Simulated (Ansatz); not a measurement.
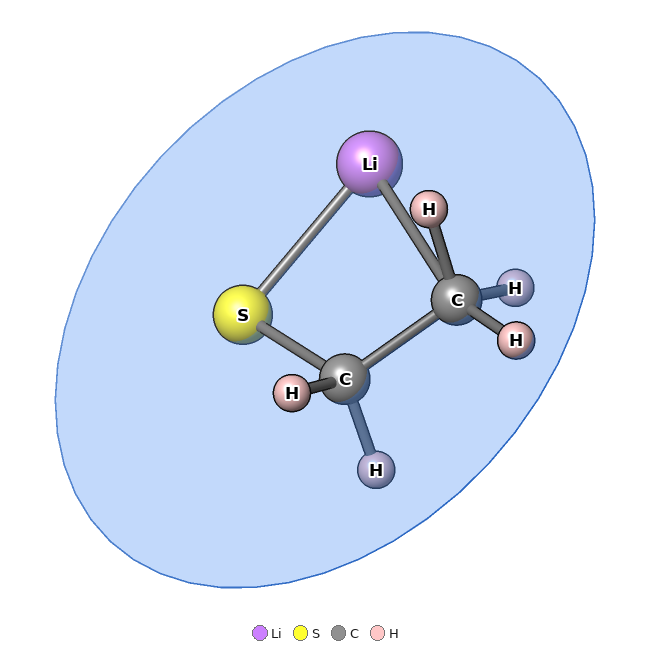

All proper rotation axes (lines) and mirror planes (discs) of the structure are drawn in. Depth is shown by fading: the farther an atom, the more it takes the colour of the background. The computed structure is the end point of a PBE0-D4/def2-TZVP optimisation. No frequency run is at hand to confirm it as a minimum.

Q: Name the symmetry elements and the point group.

A: It has 1 mirror plane. Point group Cs. The group has 2 operations. The geometry is achiral, and symmetry allows a dipole moment.
